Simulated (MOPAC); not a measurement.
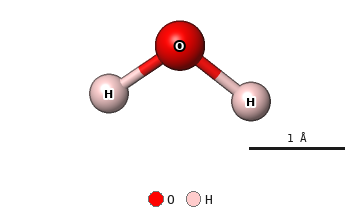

**Figure 1.** The structure as given in the input (ball-and-stick view, seen at a tilt).

**Run report: H2O, frequency calculation**

The run: frequency calculation of H2O, SMILES O. Method and program: AM1, closed shell (MOPAC 23.2.5).

The geometry was optimised with AM1.

Input (run.mop)
```
FORCE THERMO(298,398,100) AM1 AUX(PRECISION=9) THREADS=1
job H2O

O     -0.325477 +1     0.192747 +1    -0.131045 +1
H      0.457576 +1     0.537524 +1     0.307163 +1
H     -0.160044 +1    -0.753133 +1    -0.175865 +1
```

Launched with:
```bash
mopac run.mop
```

Log
```
MOPAC v23.2.5
AM1 CALCULATION RESULTS

 *  AM1        - The AM1 Hamiltonian to be used
 *  FORCE      - FORCE CALCULATION SPECIFIED
 *  THREADS=1  - MULTI-THREADING NOT USED
 *  AUX        - OUTPUT AUXILIARY INFORMATION
 *  THERMO     - THERMODYNAMIC QUANTITIES TO BE CALCULATED
FORCE THERMO(298,398,100) AM1 AUX(PRECISION=9) THREADS=1
 job H2O

   ATOM   CHEMICAL          X               Y               Z
  NUMBER   SYMBOL      (ANGSTROMS)     (ANGSTROMS)     (ANGSTROMS)

     1       O         -0.32547700  *   0.19274700  *  -0.13104500  *
     2       H          0.45757600  *   0.53752400  *   0.30716300  *
     3       H         -0.16004400  *  -0.75313300  *  -0.17586500  *

          CARTESIAN COORDINATES

    NO.       ATOM           X           Y           Z

     1         O         -0.3255      0.1927     -0.1310
     2         H          0.4576      0.5375      0.3072
     3         H         -0.1600     -0.7531     -0.1759

           Empirical Formula: H2 O  =     3 atoms

      MOLECULAR POINT GROUP   :   C2v

      RHF CALCULATION, NO. OF DOUBLY OCCUPIED LEVELS = 4

          HEAT OF FORMATION =     -59.250689 KCALS/MOLE

          CARTESIAN COORDINATE DERIVATIVES

   NUMBER  ATOM         X            Y            Z

     1       O      0.000439     0.002838     0.000000
     2       H     -0.000324    -0.000628     0.000000
     3       H     -0.000115    -0.002210     0.000000

 DIPOLE           X         Y         Z       TOTAL
 POINT-CHG.     0.677     0.859     0.000     1.094
 HYBRID         0.475     0.602    -0.000     0.767
 SUM            1.151     1.461    -0.000     1.861

          GRADIENT NORM =   0.00369

          MOLECULAR WEIGHT =   18.02

          ROTATIONAL CONSTANTS IN CM(-1)

          A =   26.60552217   B =   14.66784799   C =    9.45514634

           PRINCIPAL MOMENTS OF INERTIA IN UNITS OF 10**(-40)*GRAM-CM**2

          A =        1.0521   B =        1.9084   C =        2.9606

          ORIENTATION OF MOLECULE IN FORCE CALCULATION

    NO.       ATOM         X         Y         Z

     1          O      -0.0412   -0.0523    0.0000
     2          H       0.9201   -0.0523    0.0000
     3          H      -0.2661    0.8823    0.0000

    FIRST DERIVATIVES WILL BE USED IN THE CALCULATION OF SECOND DERIVATIVES

          ESTIMATED TIME TO COMPLETE CALCULATION =        0.00 SECONDS

    FOR POINT-GROUP C2v  THERE ARE   4 UNIQUE SYMMETRY FUNCTIONS.

 STEP:   1 TIME =     0.00 SECS, INTEGRAL =      0.00 TIME LEFT: 172800.00
 STEP:   2 TIME =     0.00 SECS, INTEGRAL =      0.00 TIME LEFT: 172800.00
 STEP:   3 TIME =     0.00 SECS, INTEGRAL =      0.00 TIME LEFT: 172800.00
 STEP:   4 TIME =     0.00 SECS, INTEGRAL =      0.00 TIME LEFT: 172800.00
 STEP:   5 TIME =     0.00 SECS, INTEGRAL =      0.00 TIME LEFT: 172800.00
 STEP:   6 TIME =     0.00 SECS, INTEGRAL =      0.00 TIME LEFT: 172800.00
 STEP:   7                       INTEGRAL =      0.00 TIME LEFT: 172800.00
 STEP:   8                       INTEGRAL =      0.00 TIME LEFT: 172800.00
 STEP:   9                       INTEGRAL =      0.00 TIME LEFT: 172800.00

(To convert to Hartree/Bohr^2, multiply by (10^(-21) x N x a0^2)/(4.184 x 627.51) =  0.0642)

           FORCE MATRIX IN MILLIDYNES/ANGSTROM

                  O  1       H  2       H  3
 ------------------------------------------
     O    1  10.963418
     H    2   6.852569   7.111727
     H    3   6.852354   1.086700   7.111727

          HEAT OF FORMATION =     -59.250689 KCALS/MOLE

          ZERO POINT ENERGY      12.829 KCAL/MOL

           NORMAL COORDINATE ANALYSIS (Total motion = 1 Angstrom)

   Root No.       1         2         3

                 1 A1      1 B2      2 A1

                1885.3    3504.6    3583.8

           1   -0.0295   -0.0370   -0.0212
           2   -0.0374    0.0292   -0.0269
           3    0.0000    0.0000    0.0000
           4    0.0066    0.4764    0.4817
           5    0.4761    0.0000   -0.0339
           6   -0.0000   -0.0000   -0.0000
           7    0.4614    0.1115   -0.1456
           8    0.1178   -0.4632    0.4604
           9   -0.0000    0.0000   -0.0000

           MASS-WEIGHTED COORDINATE ANALYSIS (NORMAL COORDINATES)

   Root No.       1         2         3

                 1 A1      1 B2      2 A1

                1885.3    3504.6    3583.8

           1   -0.1679   -0.2110   -0.1211
           2   -0.2131    0.1662   -0.1537
           3    0.0000    0.0000    0.0000
           4    0.0095    0.6811    0.6917
           5    0.6805    0.0000   -0.0486
           6   -0.0000   -0.0000   -0.0000
           7    0.6594    0.1594   -0.2091
           8    0.1684   -0.6622    0.6611
           9   -0.0000    0.0000   -0.0000

          DESCRIPTION OF VIBRATIONS

 VIBRATION          1    1A1         ATOM PAIR     ENERGY CONTRIBUTION    RADIAL
 FREQUENCY          1885.35         O 1 -- H 3         +50.0% ( 53.9%)      3.8%
 TRANSITION DIPOLE   0.2078         O 1 -- H 2         +50.0% ( 53.9%)      3.8%
 TRAVEL (Ang.)       0.2625
 REDUCED MASS        0.5191
 EFFECTIVE MASS      1.5906
 FORCE CONSTANT      1.0872

 VIBRATION          2    1B2         ATOM PAIR     ENERGY CONTRIBUTION    RADIAL
 FREQUENCY          3504.64         O 1 -- H 2         +50.0% ( 72.1%)     96.6%
 TRANSITION DIPOLE   0.5384         O 1 -- H 3         +50.0% ( 72.1%)     96.6%
 TRAVEL (Ang.)       0.1929
 REDUCED MASS        0.5171
 EFFECTIVE MASS      1.4885
 FORCE CONSTANT      3.7421

 VIBRATION          3    2A1         ATOM PAIR     ENERGY CONTRIBUTION    RADIAL
 FREQUENCY          3583.78         O 1 -- H 2         +50.0% ( 69.4%)     98.4%
 TRANSITION DIPOLE   0.2176         O 1 -- H 3         +50.0% ( 69.4%)     98.4%
 TRAVEL (Ang.)       0.1960
 REDUCED MASS        0.4896
 EFFECTIVE MASS      1.2585
 FORCE CONSTANT      3.7046

      SYMMETRY NUMBER FOR POINT-GROUP C2v =  2

          SYSTEM IS A GROUND STATE

 job H2O

          MOLECULE IS NOT LINEAR

          THERE ARE  3 GENUINE VIBRATIONS IN THIS SYSTEM
          THIS THERMODYNAMICS CALCULATION IS LIMITED TO
          MOLECULES WHICH HAVE NO INTERNAL ROTATIONS

                    CALCULATED THERMODYNAMIC PROPERTIES
                                          *
   TEMP. (K)   PARTITION FUNCTION   H.O.F.    ENTHALPY  HEAT CAPACITY ENTROPY
                                   KCAL/MOL   CAL/MOLE    CAL/K/MOL  CAL/K/MOL

 298.00  VIB.     0.1000D+01                     0.6012     0.0184     0.0022
         ROT.     0.4349D+02                   888.2803     2.9808    10.4775
         INT.     0.4349D+02                   888.8815     2.9992    10.4798
         TRA.     0.7392D+26                  1480.4672     4.9680    34.6068
         TOT.                      -59.251    2369.3486     7.9672    45.0865

 298.00  VIB.     0.1000D+01                     0.6012     0.0184     0.0022
         ROT.     0.4349D+02                   888.2803     2.9808    10.4775
         INT.     0.4349D+02                   888.8815     2.9992    10.4798
         TRA.     0.7392D+26                  1480.4672     4.9680    34.6068
         TOT.                      -59.251    2369.3486     7.9672    45.0865

 398.00  VIB.     0.1001D+01                     5.9733     0.1032     0.0172
         ROT.     0.6712D+02                  1186.3609     2.9808    11.3401
         INT.     0.6720D+02                  1192.3342     3.0840    11.3573
         TRA.     0.1141D+27                  1977.2682     4.9680    36.0443
         TOT.                      -58.450    3169.6025     8.0521    47.4016

   *: NOTE: HEATS OF FORMATION ARE RELATIVE TO THE
            ELEMENTS IN THEIR STANDARD STATE AT 298K
              (=  Standard Enthalpy of Formation).

            Hvib:  Zero-point energy is not included.
                   frequencies of less than zero cm-1 are not included.
            Hrot = (3/2)RT
            Htra = (3/2)RT + pV = (5/2)RT

            Heat capacity is Cp, not Cv

           FORCE CONSTANT IN CARTESIAN COORDINATES (Millidynes/A)

    ATOM   CHEMICAL       X               Y               Z
   NUMBER   SYMBOL  FORCE CONSTANT  FORCE CONSTANT  FORCE CONSTANT

      1       O        7.873075        7.581258        0.013418
      2       H        7.033437        0.994995        0.004484
      3       H        1.436145        6.592286        0.004484

 *                    *
 * JOB ENDED NORMALLY *
 *                    *

 TOTAL JOB TIME:             0.02 SECONDS

 == MOPAC DONE ==
```

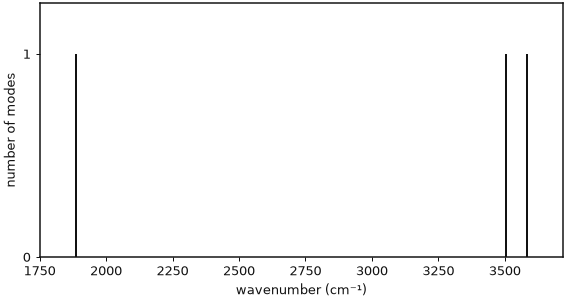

**Figure 2.** Harmonic vibrational wavenumbers from the force constants; neighbouring modes closer than 8 cm⁻¹ are counted in one stick. 3 modes from 1885 to 3584 cm⁻¹, none imaginary.

Key numbers

| quantity | value |
| --- | --- |
| outcome | converged |
| heat of formation | −59.25 kcal/mol |
| basis functions | 6 |
| zero-point energy | 0.020444 hartree |
| wavenumbers, lowest and highest | 1885 and 3584 cm⁻¹ |
| hardware | 1 thread of AMD EPYC (Zen 5), 128 GiB of memory available, shared host |
| peak memory | 0.078 GiB |

MOPAC's energies along a path are heats of formation.
